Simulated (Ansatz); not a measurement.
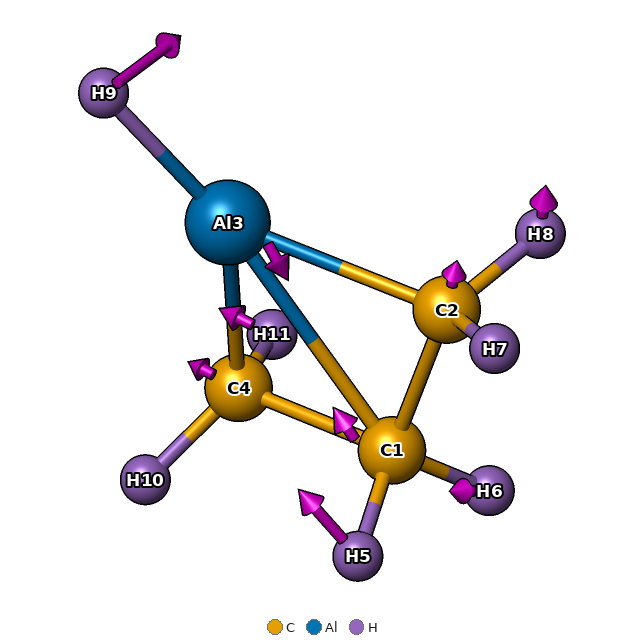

The arrows show one normal mode. Harmonic vibrations computed with RKS PBE0-D4/def2-TZVP (Ansatz 0.2.0) at a stationary point of the same level.

Question: At what wavenumber does it lie?

Answer: 474 cm⁻¹; it is mode 4 of 27 counted from the lowest.
